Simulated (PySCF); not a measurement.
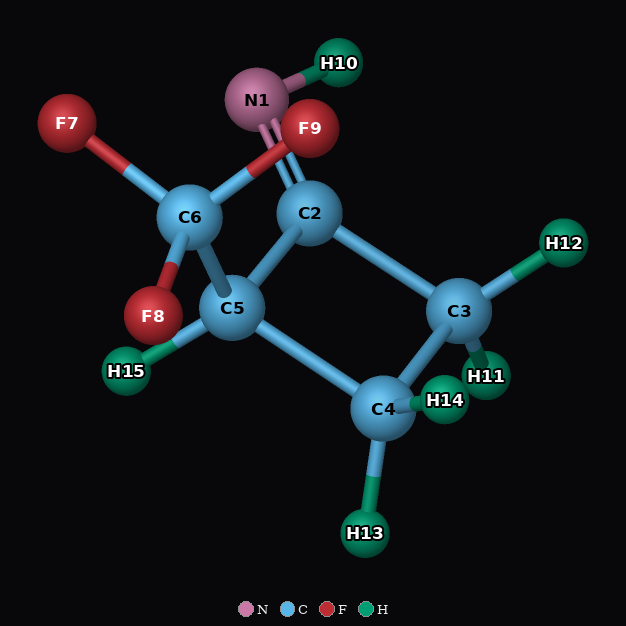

The computed structure is the end point of a PBE0-D3(BJ)/def2-SVP optimisation. No frequency run is at hand to confirm it as a minimum. Properties computed with B3LYP/pcJ-1 indirect spin-spin coupling, non-relativistic, gas phase (PySCF 2.14.0). Isotopes: 13C, 19F, 1H, 15N.

Give the spin–spin coupling constants of these pairs, with the number of bonds between them: C6/F7, C6/F8, C6/F9, F8/F9, C2/F9, C4/F9, C4/F7, F8/H15.

| pair | bonds apart | J (Hz) |
| --- | --- | --- |
| C6, F7 | 1 | −351.6 |
| C6, F8 | 1 | −341.5 |
| C6, F9 | 1 | −334.8 |
| F8, F9 | 2 | 66.4 |
| C2, F9 | 3 | 1.0 |
| C4, F9 | 3 | 0.8 |
| C4, F7 | 3 | 5.6 |
| F8, H15 | 3 | 1.8 |

Density functionals are unreliable for couplings to fluorine, so those rows may be far off.
